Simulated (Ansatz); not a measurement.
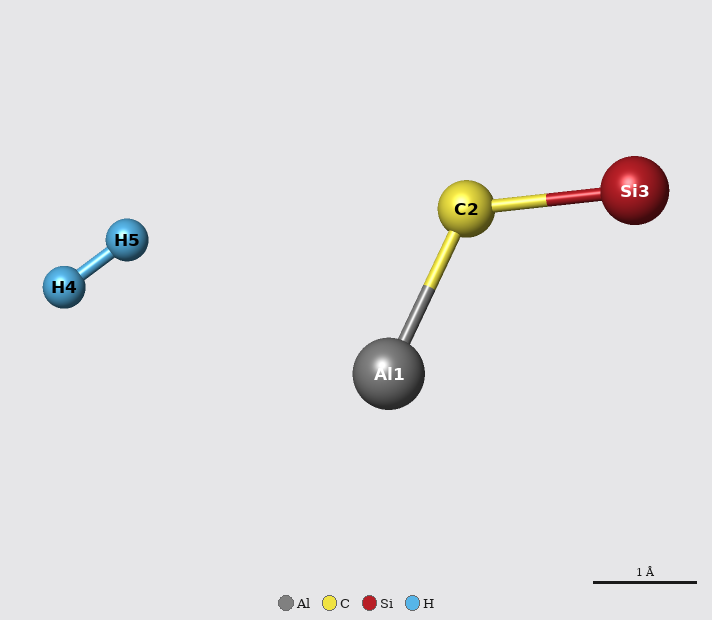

Numbered structure. State: neutral, doublet. The computed structure is the end point of a PBE-D4/def2-SVP optimisation. No frequency run is at hand to confirm it as a minimum.

Describe the coordination of atom 2.

Answer. C2 has 2 neighbours (Al1 at 1.83, Si3 at 1.71 Å); the arrangement is bent.
